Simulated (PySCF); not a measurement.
## A study: H₂N, doublet, SMILES `[NH2]`

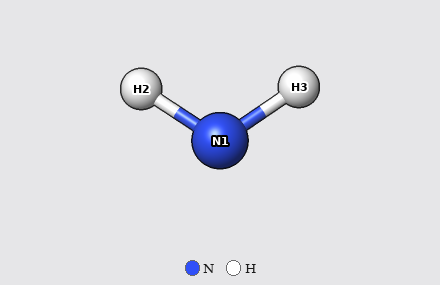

The molecule, with its atoms numbered as below. No frequency check shows the geometry to be a minimum.

Geometry (Å), atoms numbered from 1:

```
N1       0.0000    0.1295    0.0000
H2       0.8300   -0.4533    0.0000
H3      -0.8300   -0.4533    0.0000
```

### 1. Bonding charge

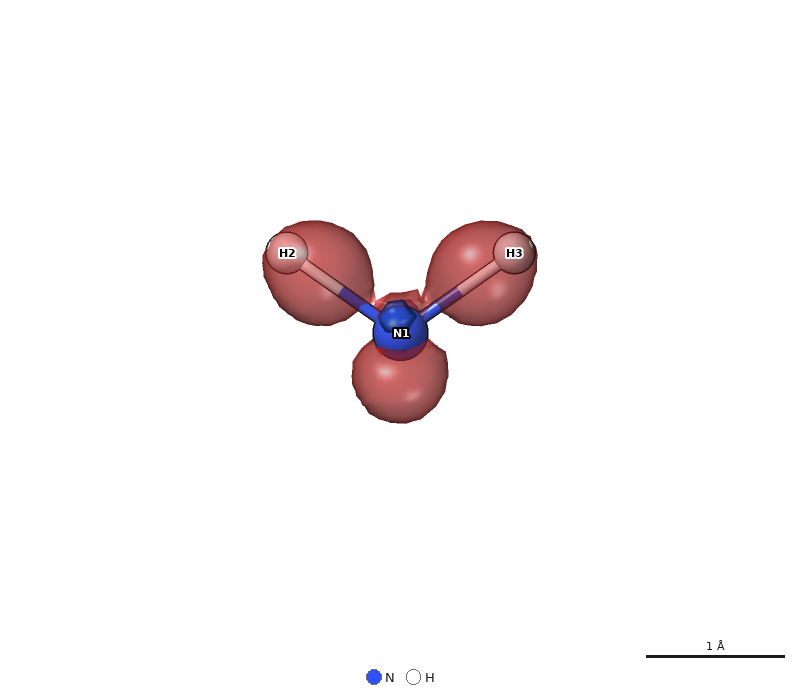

Deformation density (molecule less spherical, spin-averaged free atoms at the same positions), surfaces at ±0.3 e/Å³; red: gain, blue: loss.

Computed with PySCF, ωB97X/def2-SVPD, geometry: GFN2-xTB. The stability of the open-shell solution wasn't checked. GFN2-xTB doesn't know the spin state, so this open-shell geometry is rough.

**Describe the bonding that the map shows.**

N1–H2 and N1–H3: +0.88 e/Å³ at the bond critical point (bond length 1.01 Å). In all, 0.6 electrons gather in the regions of gain relative to the promolecule.

**Where do the Hirshfeld charges lie?**

The highest Hirshfeld charge is on H2 and H3 (+0.10 e), the lowest on N1 (−0.20 e).

```
atom  charge (e)
  N1       −0.20
  H2       +0.10
  H3       +0.10
```

### 2. Bond critical points

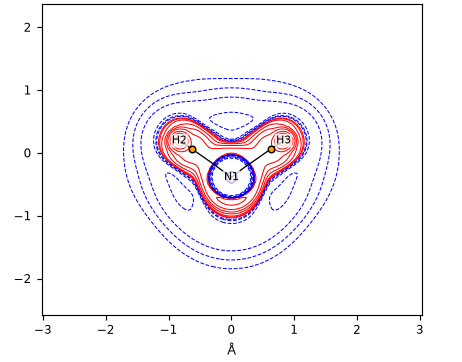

Negative Laplacian of the density (−∇²ρ) in the molecular plane (solid red lines positive, dashed blue lines negative, contours at ±0.02 to ±8 a.u.), with bond paths and bond critical points (dots).

**At which bond critical points in this plane is charge locally concentrated, and at which depleted?**

Concentrated (∇²ρ < 0): N1–H2 and N1–H3 (−1.61 a.u.). At none is it depleted.

**Where along N1–H2 does the critical point lie?**

0.77 Å from N1 and 0.24 Å from H2.

### 3. Local ionisation energy

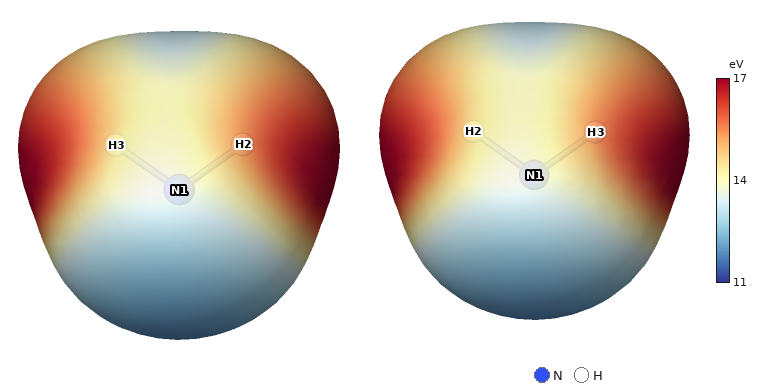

Average local ionisation energy on the surface of electron density 0.001 a.u. (back view left, front view right).

**Locate the minima of the map.**

The lowest value is 11.8 eV, 2.0 Å from N1. Further minima include 13.0 eV, about equally far (1.7 Å) from H2 and H3, over N1 (2.1 Å). For comparison, the highest occupied orbital lies at −11.0 eV.

### 4. Spin density

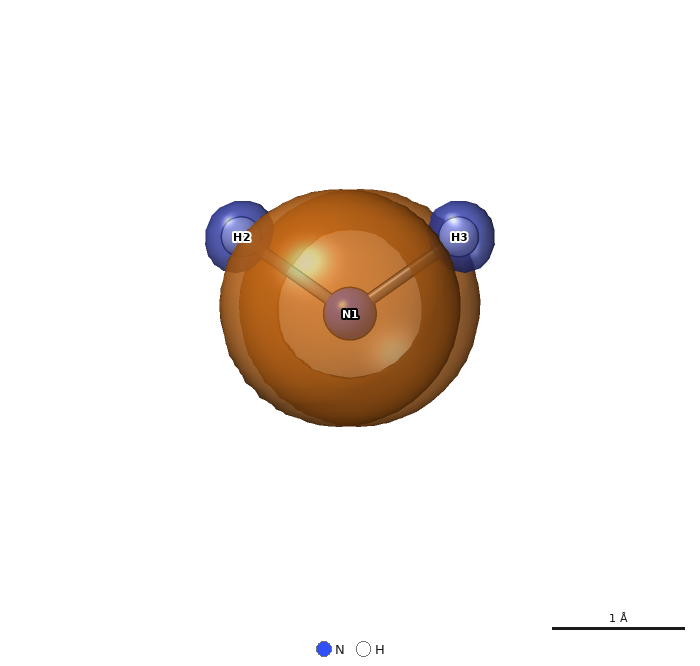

Spin density ρα − ρβ at ±0.03 e/Å³ (orange: excess α, blue: excess β).

**Where is the unpaired spin?**

Hirshfeld spin populations: N1 +0.90 and H2 and H3 +0.05. ⟨S²⟩ = 0.75, as for a pure state.

### 5. In an electric field

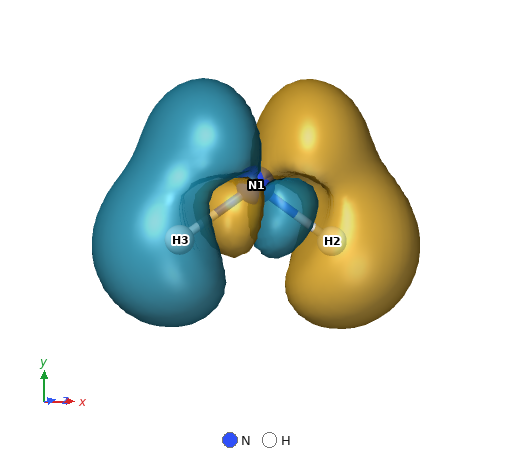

Change of the electron density in a uniform field of 0.10 V/Å, surfaces at ±0.0005 e/Å³ (yellow: gain, teal: loss).

PySCF calculation, B3LYP/def2-TZVP, gas phase; geometry: GFN2-xTB. A basis without diffuse functions makes polarisabilities too small. The stability of the open-shell solution wasn't checked. GFN2-xTB doesn't know the spin state, so this open-shell geometry is rough.

The field was applied in both directions; the picture shows the one opposite to the script's first.

**Along which Cartesian direction does the field point?**

Along −x: electrons gather on the +x side, against the field.

**How large is the response?**

The induced dipole is 0.06 D (along the field); α along this axis, from the fields in both directions, is 11 bohr³ (1.7 Å³).
